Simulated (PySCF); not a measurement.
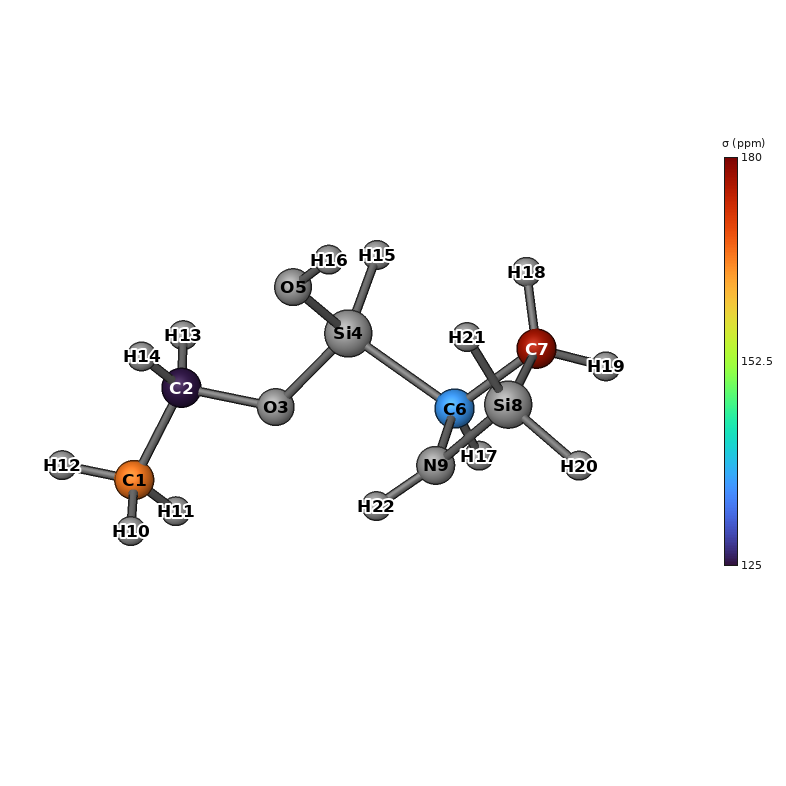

Atoms are coloured by their isotropic NMR shieldings (C only, the others grey). Computed geometry: GFN2-xTB optimisation. No frequency run is at hand to confirm it as a minimum. Method: GIAO PBE0/pcSseg-1 NMR shielding, non-relativistic, gas phase (PySCF 2.14.0).

**Which C atom is the most shielded (lowest chemical shift)?**

C7 (176.6 ppm).

**Which C atom is the least shielded (highest chemical shift)?**

C2 (125.5 ppm).

**How wide is the range of C shifts?**

51.1 ppm.

List the isotropic NMR shieldings of the C atoms.

```tsv
atom	σ (ppm)
C1	166.7
C2	125.5
C6	136.2
C7	176.6
```

The geometry is semi-empirical. Around Si such bond lengths and angles can be off by a tenth of an ångström or more and by several degrees, and values that hang on the shape move with them.
